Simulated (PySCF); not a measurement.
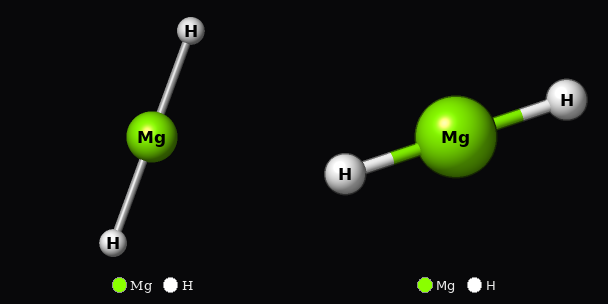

Two views of one molecule.

Computed geometry: PBE0-D3(BJ)/def2-SVP optimisation. No frequency run is at hand to confirm it as a minimum.

> Give the formula.

MgH2, 3 atoms: 1 magnesium and 2 hydrogen.

> Give the symmetry (Schoenflies symbol).

D∞h.

> Write the SMILES.

[MgH2]

> How many bonds of each kind are drawn?

2 Mg–H.

More results for the same structure follow; atom numbers are the same in all pictures, views and colours differ.

**Shape**

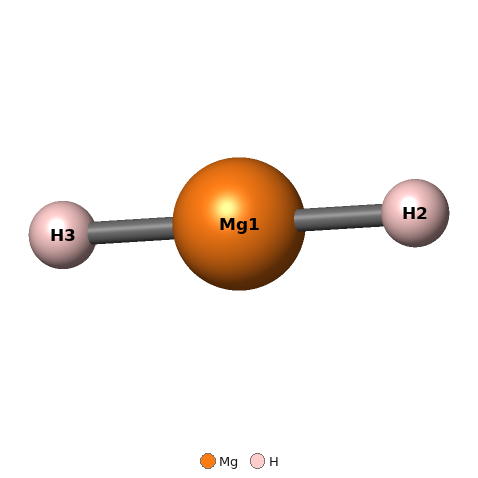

Atoms carry their numbers in the input. No frequency run is at hand to confirm it as a minimum.

Give the bond lengths.

```tsv
bond	length (Å)
Mg1–H2	1.705
Mg1–H3	1.707
```

**Excitation**

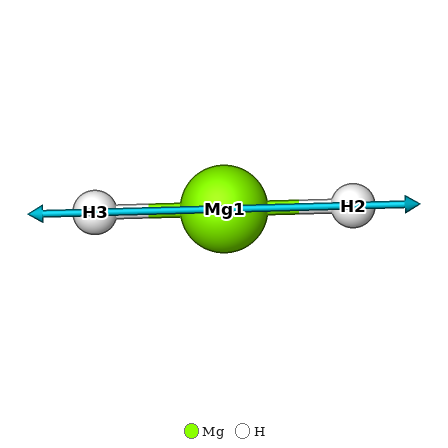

The double arrow shows the direction of the transition dipole to excited singlet state 5 (its length means nothing). No frequency run is at hand to confirm it as a minimum. Level of theory: TDDFT CAM-B3LYP/def2-SVPD, vertical, gas phase, core orbitals frozen in the response (PySCF 2.14.0).

> How is the transition polarised?

Along the molecular axis.

> Where does the transition lie, and how strong is it?

7.32 eV (169 nm), oscillator strength 0.45, mainly HOMO → LUMO+2 (weight 0.97); transition dipole 4.02 D.

**Core levels**

No frequency run is at hand to confirm it as a minimum. Level of theory: delta-SCF UKS SCAN, pcX-2 on the ionised atom, pcseg-1 elsewhere, spin-free X2C (PySCF 2.14.0).

Give the core-electron binding energies (to vacuum) of Mg1 1s.

```json
{"atom": "Mg1", "level": "1s", "binding energy (eV)": "1311.4"}
```

**NMR shielding**

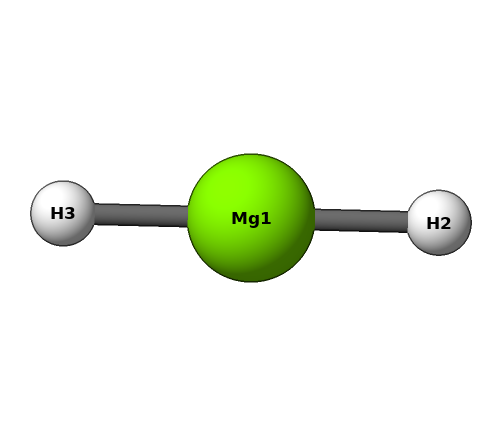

No frequency run is at hand to confirm it as a minimum. Properties computed with GIAO PBE0/pcSseg-1 NMR shielding, non-relativistic, gas phase (PySCF 2.14.0). Principal shieldings σ11 ≤ σ22 ≤ σ33, span Ω = σ33 − σ11, skew κ = 3(σiso − σ22)/Ω.

Give the shielding tensors of the Mg atoms.

```json
{"atom": "Mg1", "σ11": "302.4", "σ22": "302.4", "σ33": "706.4", "σiso": "437.1", "Ω": "403.9", "κ": "1.00"}
```

Shieldings and span in ppm.
